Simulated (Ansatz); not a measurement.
# CH₆BNSi: how energies converge with the basis set

How large a basis does CH₆BNSi need? Two functionals are run in growing sets.

Method: one geometry, several basis sets; program: Ansatz 0.2.0, Gaussian basis.

Plan: PBE0-D4/def2-SVP; ωB97M-V/def2-SVP; PBE0-D4/def2-QZVPP; ωB97M-V/def2-QZVPP; the functionals' def2-TZVPP values are taken from earlier runs.

### 1 The relaxed structure

An earlier PBE0-D4 in a triple-zeta def2 set relaxation fixed the geometry.

SMILES `CN1B[SiH2]1`, 10 atoms, charge 0, spin multiplicity 1.

Atoms are counted from 1 here; the program's logs count them from 0.

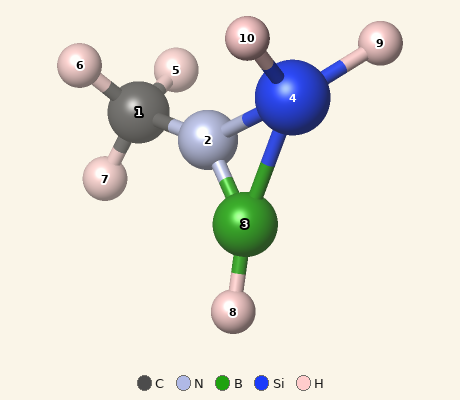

The structure; carbon dark grey, nitrogen light blue, boron green, silicon blue, hydrogen pink; atoms are numbered from 1 in the order of the file.

### 2 PBE0-D4 in def2-SVP

Contents of in.yaml:

```yaml
crystal:
  periodic: [false, false, false]
  atoms:
    - {symbol: C, position_ang: [0.084423, 1.444319, 0.063587]}
    - {symbol: N, position_ang: [-0.032051, 0.014303, 0.158811]}
    - {symbol: B, position_ang: [-0.339322, -0.943981, 1.095096]}
    - {symbol: Si, position_ang: [0.091999, -1.522780, -0.688298]}
    - {symbol: H, position_ang: [-0.613903, 1.835770, -0.680921]}
    - {symbol: H, position_ang: [1.094437, 1.725624, -0.245990]}
    - {symbol: H, position_ang: [-0.130943, 1.911367, 1.027337]}
    - {symbol: H, position_ang: [-0.641221, -0.946935, 2.245035]}
    - {symbol: H, position_ang: [-0.885936, -1.709503, -1.793383]}
    - {symbol: H, position_ang: [1.455515, -1.859183, -1.178274]}
basis:
  gaussian: {orbitals: def2-SVP}
hamiltonian: {xc: pbe0, dispersion: d4}
output: {orbitals: {seedname: orbitals}}
```

Launch:

```bash
> ansatz run in.yaml --threads 2 --pin off --events-out ev --progress --plain --max-ram 4352MiB
```

After this run come: ωB97M-V in def2-SVP; PBE0-D4 in def2-QZVPP; ωB97M-V in def2-QZVPP.

Q: Predict the results of all the runs planned. Wanted: PBE0-D4: double and triple zeta above quadruple; ωB97M-V: double and triple zeta above quadruple.

As calculated:

| quantity | value |
| --- | --- |
| PBE0-D4: double and triple zeta above quadruple | 6.84, 0.46 eV |
| ωB97M-V: double and triple zeta above quadruple | 7.00, 0.43 eV |

**Reading.** PBE0-D4 gains 6.38 eV from double to triple zeta, then 0.46 eV more. These are total energies; as a rule much of such shifts cancels in differences, which this series doesn't test. The LUMO of ωB97M-V is positive and keeps falling with the basis (2.11 to 1.38 eV): an unbound level that the basis holds in place.
